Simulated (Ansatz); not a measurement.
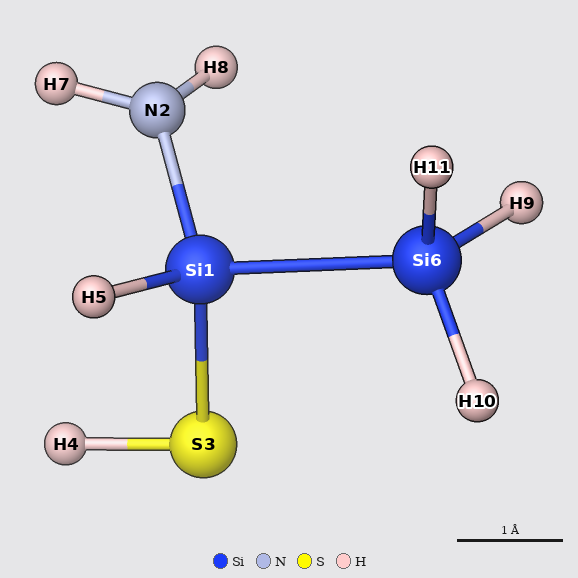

Atoms carry their numbers in the input. The geometry was computed by an optimisation with PBE0-D4/def2-TZVP.

Which atoms are bonded, and how long are the bonds?

```json
{"bond": "Si1–N2", "length (Å)": "1.716"}
{"bond": "Si1–S3", "length (Å)": "2.155"}
{"bond": "Si1–H5", "length (Å)": "1.486"}
{"bond": "Si1–Si6", "length (Å)": "2.341"}
{"bond": "N2–H7", "length (Å)": "1.008"}
{"bond": "N2–H8", "length (Å)": "1.008"}
{"bond": "S3–H4", "length (Å)": "1.344"}
{"bond": "Si6–H9", "length (Å)": "1.490"}
{"bond": "Si6–H10", "length (Å)": "1.487"}
{"bond": "Si6–H11", "length (Å)": "1.487"}
```
